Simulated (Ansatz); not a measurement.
# ClH3Si: two geometries relaxed

Are the two ends of the reaction (reductive elimination) separate minima, and which lies lower? Each is relaxed from a guess. Meant to form: Cl2–H3; to break: Si1–Cl2, Si1–H3. The start is a guess near the saddle point, from which both ends are pulled out.

All numbers below are computed with Ansatz 0.2.0 (RKS PBE/def2-SVPD).

### Step 1. The starting structure

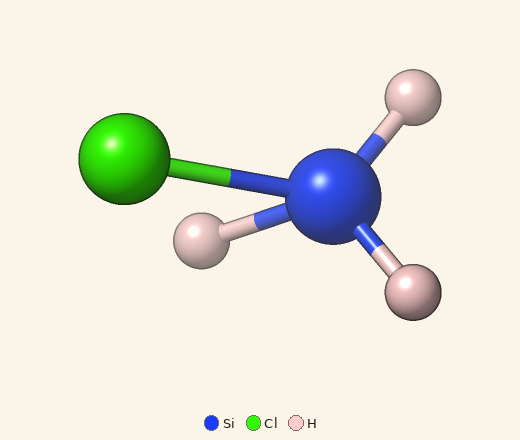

The starting structure, seen from a chosen angle (silicon blue, chlorine green, hydrogen pink).

Coordinates:

```xyz
5

Si    0.0000    0.0000    0.0000
Cl    1.2713    0.0000    1.9526
H     1.6559    0.0000    0.1178
H    -0.6877    1.1914   -0.4862
H    -0.6877   -1.1914   -0.4862
```

### Step 2. A restrained relaxation towards end A

Springs on the bonds that form and break draw the guess towards this end; the thresholds are loose.

The input, input.yaml:

```yaml
crystal:
  periodic: [false, false, false]
  atoms:
    - { symbol: Si, position_ang: [0.0, 0.0, 0.0] }
    - { symbol: Cl, position_ang: [1.2713, 0.0, 1.9526] }
    - { symbol: H, position_ang: [1.6559, 0.0, 0.1178] }
    - { symbol: H, position_ang: [-0.6877, 1.1914, -0.4862] }
    - { symbol: H, position_ang: [-0.6877, -1.1914, -0.4862] }
basis:
  gaussian: { orbitals: def2-SVPD }
hamiltonian:
  xc: pbe
relax:
  f_tol: 0.15
  max_steps: 25
  restrain:
    - { distance: [1, 2], at: 2.57, k: 30.0 }
    - { distance: [0, 1], at: 2.13, k: 30.0 }
    - { distance: [0, 2], at: 1.46, k: 30.0 }
```

Command:

```
ansatz run input.yaml --threads 1 --pin off --max-ram 2048MiB --backend cpu --events-out ev --progress --plain --runs-dir out
```

The program printed (excerpt; [...] marks lines left out):

```text
Warning: RAYON_NUM_THREADS=1 ignored (pool sized by the plan → 1); use --threads N
[...]
Functional definition: PBE
[...]
696 factors; their error is unknown
[...]
mean field -20431.93876018 eV, -750.8599001712 hartree, gradient 2.6e-5 eV, S^2 0.000000; 0 other end points of the search recorded, 0 dependent functions left out
[...]
reference -20431.93880174 eV, -750.8599016983 hartree; 17, 17 occupied and 58, 58 virtual orbitals, 696 factors
relax step   1: F+E_penalty+E_count = -20431.93876018 eV  Δ(F+E_penalty+E_count) = +0.000e0 eV  max|allowed force component| = 4.325e0 eV/Å  E_restraint = 8.45258788 eV  max|allowed force component, restraints' pulls added| = 2.359e1 eV/Å  Δτ_max = 0.0000 Å  (27 SCF iters, accepted)
[...]
relax step   5: F+E_penalty+E_count = -20434.26344888 eV  Δ(F+E_penalty+E_count) = -4.385e-2 eV  max|allowed force component| = 9.816e-1 eV/Å  E_restraint = 0.02428944 eV  max|allowed force component, restraints' pulls added| = 1.588e-1 eV/Å  Δτ_max = 0.0283 Å  (27 SCF iters, accepted)
[...]
relax step   6: F+E_penalty+E_count = -20434.26529048 eV  Δ(F+E_penalty+E_count) = -1.842e-3 eV  max|allowed force component| = 9.879e-1 eV/Å  E_restraint = 0.02384428 eV  max|allowed force component, restraints' pulls added| = 1.674e-2 eV/Å  Δτ_max = 0.0098 Å  (28 SCF iters, accepted)
  distance Cl 1 - H 2 = 2.6039 Å
  distance Si 0 - Cl 1 = 2.1090 Å
  distance Si 0 - H 2 = 1.4617 Å
696 factors; their error is unknown
[...]
mean field -20434.26529048 eV, -750.9453985826 hartree, gradient 6.7e-6 eV, S^2 0.000000; 1 other end points of the search recorded, 0 dependent functions left out
[...]
reference -20434.26533273 eV, -750.9454001351 hartree; 17, 17 occupied and 58, 58 virtual orbitals, 696 factors
Total energy: -20434.26533273 eV, -750.9454001351 hartree
Atom 0 at     0.222705     0.000000     0.037228 Å, force     0.123545     0.000000     0.636044 eV/Å
Atom 1 at     0.822400    -0.000000     2.059193 Å, force    -0.491976    -0.000000     0.348776 eV/Å
Atom 2 at     1.610168     0.000000    -0.422646 Å, force     0.365647     0.000000    -0.987860 eV/Å
Atom 3 at    -0.551736     1.238429    -0.287888 Å, force     0.001392    -0.004336     0.001520 eV/Å
Atom 4 at    -0.551736    -1.238429    -0.287888 Å, force     0.001392     0.004336     0.001520 eV/Å
Dipole moment:    -0.134514     0.000000    -0.370702 e Å
```

It took 14 s on 1 thread of Intel Xeon Platinum 8259CL at 2.50GHz (Skylake/Cascade Lake), shared host; peak memory 0.14 GiB.

Step by step:

```tsv
step	energy from step 1 (eV)	largest force component (eV/Å)
1	0.0000	4.3252
2	-1.1193	2.4995
3	-1.8503	1.3059
4	-2.2808	0.9589
5	-2.3247	0.9816
6	-2.3265	0.9879
```

Step 1 is the start. Energies and forces in the table leave out the springs, which the log lists apart; the run stops on the force with the springs' pull added.

After: Bond lengths: Si1–Cl2 2.109 Å, Si1–H3 1.462 Å, Si1–H4 1.496 Å, Si1–H5 1.496 Å. Angles: Cl2–Si1–H3 91.8°, Cl2–Si1–H4 110.8°, Cl2–Si1–H5 110.8°, H3–Si1–H4 115.0°, H3–Si1–H5 115.0°, H4–Si1–H5 111.7°.

### Step 3. End point A

It starts where the restrained run ended.

The input, input.yaml:

```yaml
crystal:
  periodic: [false, false, false]
  atoms:
    - { symbol: Si, position_ang: [0.222705, 0.0, 0.037228] }
    - { symbol: Cl, position_ang: [0.8224, 0.0, 2.059193] }
    - { symbol: H, position_ang: [1.610168, 0.0, -0.422646] }
    - { symbol: H, position_ang: [-0.551736, 1.238429, -0.287888] }
    - { symbol: H, position_ang: [-0.551736, -1.238429, -0.287888] }
basis:
  gaussian: { orbitals: def2-SVPD }
hamiltonian:
  xc: pbe
relax:
  f_tol: 0.03
  max_steps: 50
```

Command:

```
ansatz run input.yaml --threads 1 --pin off --max-ram 2048MiB --backend cpu --events-out ev --progress --plain --runs-dir out
```

The program printed (excerpt; [...] marks lines left out):

```text
Warning: RAYON_NUM_THREADS=1 ignored (pool sized by the plan → 1); use --threads N
[...]
[... 1 set-up line as earlier in the session ...]
[...]
696 factors; their error is unknown
[...]
mean field -20434.26529456 eV, -750.9453987327 hartree, gradient 9.0e-6 eV, S^2 0.000000; 0 other end points of the search recorded, 0 dependent functions left out
[...]
reference -20434.26533683 eV, -750.9454002862 hartree; 17, 17 occupied and 58, 58 virtual orbitals, 696 factors
relax step   1: F+E_penalty+E_count = -20434.26529456 eV  Δ(F+E_penalty+E_count) = +0.000e0 eV  max|allowed force component| = 9.879e-1 eV/Å  Δτ_max = 0.0000 Å  (25 SCF iters, accepted)
[...]
relax step   3: F+E_penalty+E_count = -20434.43110875 eV  Δ(F+E_penalty+E_count) = -1.308e-3 eV  max|allowed force component| = 5.413e-1 eV/Å  Δτ_max = 0.0280 Å  (27 SCF iters, accepted)
[...]
relax step   4: F+E_penalty+E_count = -20434.43910185 eV  Δ(F+E_penalty+E_count) = -7.993e-3 eV  max|allowed force component| = 1.599e-2 eV/Å  Δτ_max = 0.0202 Å  (26 SCF iters, accepted)
696 factors; their error is unknown
mean field -20434.43910185 eV, -750.9517860326 hartree, gradient 6.2e-6 eV, S^2 0.000000; 1 other end points of the search recorded, 0 dependent functions left out
[...]
reference -20434.43914452 eV, -750.9517876009 hartree; 17, 17 occupied and 58, 58 virtual orbitals, 696 factors
Total energy: -20434.43914452 eV, -750.9517876009 hartree
Atom 0 at     0.283907     0.000000     0.080948 Å, force    -0.006646     0.000000     0.002072 eV/Å
Atom 1 at     0.678524    -0.000000     2.142789 Å, force    -0.007618     0.000000    -0.015987 eV/Å
Atom 2 at     1.596971     0.000000    -0.639953 Å, force    -0.014337     0.000000     0.001255 eV/Å
Atom 3 at    -0.503801     1.232890    -0.242892 Å, force     0.014300    -0.014708     0.006330 eV/Å
Atom 4 at    -0.503801    -1.232890    -0.242892 Å, force     0.014300     0.014708     0.006330 eV/Å
Dipole moment:    -0.058953    -0.000000    -0.308866 e Å
```

It took 11 s on 1 thread of Intel Xeon Platinum 8259CL at 2.50GHz (Skylake/Cascade Lake), shared host; peak memory 0.14 GiB.

Step by step:

```tsv
step	energy from step 1 (eV)	largest force component (eV/Å)
1	0.0000	0.9879
2	-0.1645	0.3325
3	-0.1658	0.5413
4	-0.1738	0.0160
```

Step 1 is the start.

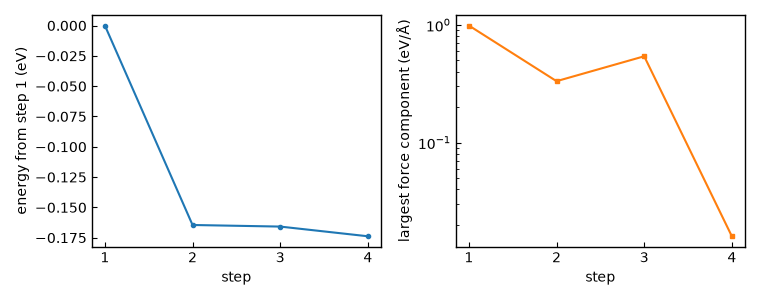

How energy and force went from step to step.

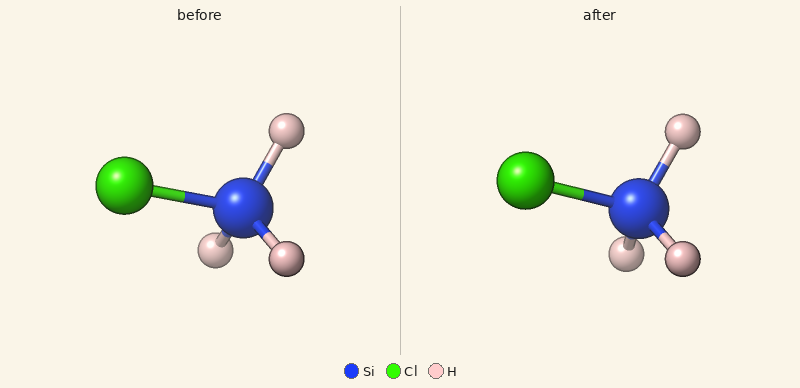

The structure before (left) and after (right), drawn at the same scale.

After: Bond lengths: Si1–Cl2 2.099 Å, Si1–H3 1.498 Å, Si1–H4 1.498 Å, Si1–H5 1.498 Å. Angles: Cl2–Si1–H3 107.9°, Cl2–Si1–H4 108.1°, Cl2–Si1–H5 108.1°, H3–Si1–H4 110.9°, H3–Si1–H5 110.9°, H4–Si1–H5 110.7°.

### Step 4. Pulling towards end B

Springs on the bonds that form and break draw the guess towards this end; the thresholds are loose.

The input, input.yaml:

```yaml
crystal:
  periodic: [false, false, false]
  atoms:
    - { symbol: Si, position_ang: [0.0, 0.0, 0.0] }
    - { symbol: Cl, position_ang: [1.2713, 0.0, 1.9526] }
    - { symbol: H, position_ang: [1.6559, 0.0, 0.1178] }
    - { symbol: H, position_ang: [-0.6877, 1.1914, -0.4862] }
    - { symbol: H, position_ang: [-0.6877, -1.1914, -0.4862] }
basis:
  gaussian: { orbitals: def2-SVPD }
hamiltonian:
  xc: pbe
relax:
  f_tol: 0.15
  max_steps: 25
  restrain:
    - { distance: [1, 2], at: 1.37, k: 30.0 }
    - { distance: [0, 1], at: 3.33, k: 30.0 }
    - { distance: [0, 2], at: 2.66, k: 30.0 }
```

Command:

```
ansatz run input.yaml --threads 1 --pin off --max-ram 2048MiB --backend cpu --events-out ev --progress --plain --runs-dir out
```

The program printed (excerpt; [...] marks lines left out):

```text
Warning: RAYON_NUM_THREADS=1 ignored (pool sized by the plan → 1); use --threads N
[...]
[... 1 set-up line as earlier in the session ...]
[...]
696 factors; their error is unknown
[...]
mean field -20431.93876018 eV, -750.8599001712 hartree, gradient 2.6e-5 eV, S^2 0.000000; 0 other end points of the search recorded, 0 dependent functions left out
[...]
reference -20431.93880174 eV, -750.8599016983 hartree; 17, 17 occupied and 58, 58 virtual orbitals, 696 factors
relax step   1: F+E_penalty+E_count = -20431.93876018 eV  Δ(F+E_penalty+E_count) = +0.000e0 eV  max|allowed force component| = 4.325e0 eV/Å  E_restraint = 33.81823442 eV  max|allowed force component, restraints' pulls added| = 4.197e1 eV/Å  Δτ_max = 0.0000 Å  (27 SCF iters, accepted)
[...]
  distance Cl 1 - H 2 = 1.3453 Å
  distance Si 0 - Cl 1 = 3.3248 Å
  distance Si 0 - H 2 = 2.6581 Å
696 factors; their error is unknown
[...]
mean field -20431.36222147 eV, -750.8387127642 hartree, gradient 1.0e-5 eV, S^2 0.000000; 1 other end points of the search recorded, 0 dependent functions left out
[...]
reference -20431.36226614 eV, -750.8387144060 hartree; 17, 17 occupied and 58, 58 virtual orbitals, 696 factors
Total energy: -20431.36226614 eV, -750.8387144060 hartree
Atom 0 at    -0.097185    -0.000000    -0.793796 Å, force     0.133820    -0.000000     0.198394 eV/Å
Atom 1 at     1.719911    -0.000000     1.990572 Å, force     0.112926    -0.000000    -0.847186 eV/Å
Atom 2 at     2.101145     0.000000     0.700387 Å, force    -0.274428     0.000000     0.657719 eV/Å
Atom 3 at    -1.086036     1.115702    -0.399581 Å, force     0.013841    -0.012583    -0.004463 eV/Å
Atom 4 at    -1.086036    -1.115702    -0.399581 Å, force     0.013841     0.012583    -0.004463 eV/Å
Dipole moment:     0.033015     0.000000    -0.157330 e Å
```

It took 19 s on 1 thread of Intel Xeon Platinum 8259CL at 2.50GHz (Skylake/Cascade Lake), shared host; peak memory 0.14 GiB.

Relaxation path:

```tsv
step	energy from step 1 (eV)	largest force component (eV/Å)
1	0.0000	4.3252
2	1.4959	6.7592
3	2.8414	6.8052
4	2.8995	5.5001
5	1.8679	4.0297
6	1.0150	2.6662
7	0.6196	1.0973
8	0.5854	0.8108
9	0.5802	0.8981
10	0.5765	0.8472
```

Step 1 is the start. Energies and forces in the table leave out the springs, which the log lists apart; the run stops on the force with the springs' pull added.

After: Bond lengths: Cl2–H3 1.345 Å, Si1–H4 1.542 Å, Si1–H5 1.542 Å. Angles: H4–Si1–H5 92.7°.

Pairs that crossed the distance rule for bonds on the way: came closer Cl2–H3; moved apart Si1–Cl2, Si1–H3.

### Step 5. End point B

It starts where the restrained run ended.

The input, input.yaml:

```yaml
crystal:
  periodic: [false, false, false]
  atoms:
    - { symbol: Si, position_ang: [-0.097185, 0.0, -0.793796] }
    - { symbol: Cl, position_ang: [1.719911, 0.0, 1.990572] }
    - { symbol: H, position_ang: [2.101145, 0.0, 0.700387] }
    - { symbol: H, position_ang: [-1.086036, 1.115702, -0.399581] }
    - { symbol: H, position_ang: [-1.086036, -1.115702, -0.399581] }
basis:
  gaussian: { orbitals: def2-SVPD }
hamiltonian:
  xc: pbe
relax:
  f_tol: 0.03
  max_steps: 50
```

Command:

```
ansatz run input.yaml --threads 1 --pin off --max-ram 2048MiB --backend cpu --events-out ev --progress --plain --runs-dir out
```

The program printed (excerpt; [...] marks lines left out):

```text
Warning: RAYON_NUM_THREADS=1 ignored (pool sized by the plan → 1); use --threads N
[...]
[... 1 set-up line as earlier in the session ...]
[...]
696 factors; their error is unknown
[...]
mean field -20431.36222143 eV, -750.8387127627 hartree, gradient 3.1e-5 eV, S^2 0.000000; 0 other end points of the search recorded, 0 dependent functions left out
[...]
reference -20431.36226609 eV, -750.8387144040 hartree; 17, 17 occupied and 58, 58 virtual orbitals, 696 factors
relax step   1: F+E_penalty+E_count = -20431.36222143 eV  Δ(F+E_penalty+E_count) = +0.000e0 eV  max|allowed force component| = 8.472e-1 eV/Å  Δτ_max = 0.0000 Å  (26 SCF iters, accepted)
[...]
relax step   4: F+E_penalty+E_count = -20431.52099818 eV  Δ(F+E_penalty+E_count) = -3.421e-2 eV  max|allowed force component| = 1.336e0 eV/Å  Δτ_max = 0.1965 Å  (29 SCF iters, accepted)
[...]
relax step  13: F+E_penalty+E_count = -20434.43913219 eV  Δ(F+E_penalty+E_count) = -3.315e-3 eV  max|allowed force component| = 2.922e-2 eV/Å  Δτ_max = 0.0176 Å  (27 SCF iters, accepted)
696 factors; their error is unknown
[...]
mean field -20434.43913219 eV, -750.9517871477 hartree, gradient 6.5e-6 eV, S^2 0.000000; 1 other end points of the search recorded, 0 dependent functions left out
[...]
reference -20434.43917485 eV, -750.9517887152 hartree; 17, 17 occupied and 58, 58 virtual orbitals, 696 factors
Total energy: -20434.43917485 eV, -750.9517887152 hartree
Atom 0 at     0.281398     0.000000     0.081055 Å, force     0.003025     0.000000     0.029224 eV/Å
Atom 1 at     0.715747    -0.000000     2.135147 Å, force    -0.004265    -0.000000    -0.019421 eV/Å
Atom 2 at     1.577743     0.000000    -0.666901 Å, force     0.007951     0.000000    -0.005738 eV/Å
Atom 3 at    -0.511545     1.231656    -0.225650 Å, force    -0.003355     0.011206    -0.002033 eV/Å
Atom 4 at    -0.511545    -1.231656    -0.225650 Å, force    -0.003355    -0.011206    -0.002033 eV/Å
Dipole moment:    -0.064931    -0.000000    -0.308519 e Å
```

Wall time 24 s (1 thread of Intel Xeon Platinum 8259CL at 2.50GHz (Skylake/Cascade Lake), shared host); peak memory 0.14 GiB.

The steps of the relaxation:

```tsv
step	energy from step 1 (eV)	largest force component (eV/Å)
1	0.0000	0.8472
2	-0.0759	0.1062
3	-0.1246	0.8351
4	-0.1588	1.3355
5	-0.2106	0.9088
6	-0.3331	0.7638
7	-0.5628	1.5404
8	-1.3156	2.2709
9	-2.2101	2.1548
10	-2.8221	1.4725
11	-2.9908	0.8256
12	-3.0736	0.2615
13	-3.0769	0.0292
```

Step 1 is the start.

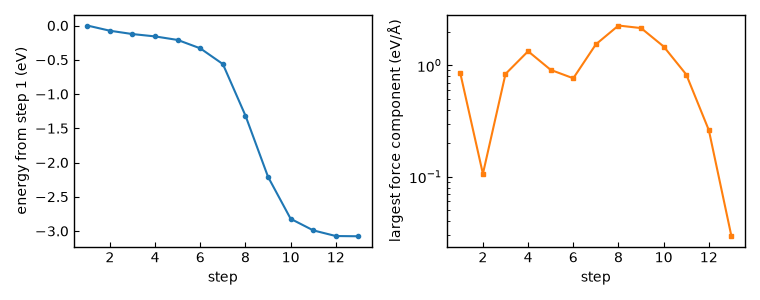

Energy and largest force along the relaxation.

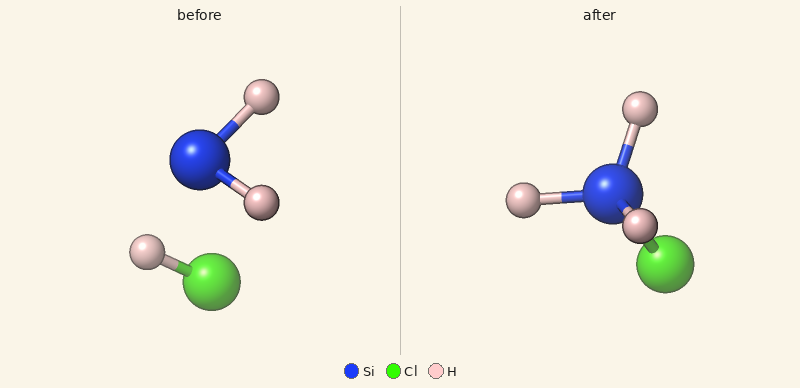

Before and after, at one scale.

After: Bond lengths: Si1–Cl2 2.100 Å, Si1–H3 1.497 Å, Si1–H4 1.497 Å, Si1–H5 1.497 Å. Angles: Cl2–Si1–H3 108.0°, Cl2–Si1–H4 108.1°, Cl2–Si1–H5 108.1°, H3–Si1–H4 110.9°, H3–Si1–H5 110.9°, H4–Si1–H5 110.8°.

Pairs that crossed the distance rule for bonds on the way: came closer Si1–Cl2, Si1–H3; moved apart Cl2–H3.

### Step 6. Results

| quantity | value |
| --- | --- |
| end A | 3 moves, 0.174 eV lower |
| end B | 12 moves, 3.077 eV lower |
| largest difference between the ends | 0.00 Å |
| end B relative to end A | -0.000 eV |

Both starts fell into the same minimum (no atom differs by more than 0.00 Å), so from this start no second minimum was found and no band was run; another arrangement could still be one.
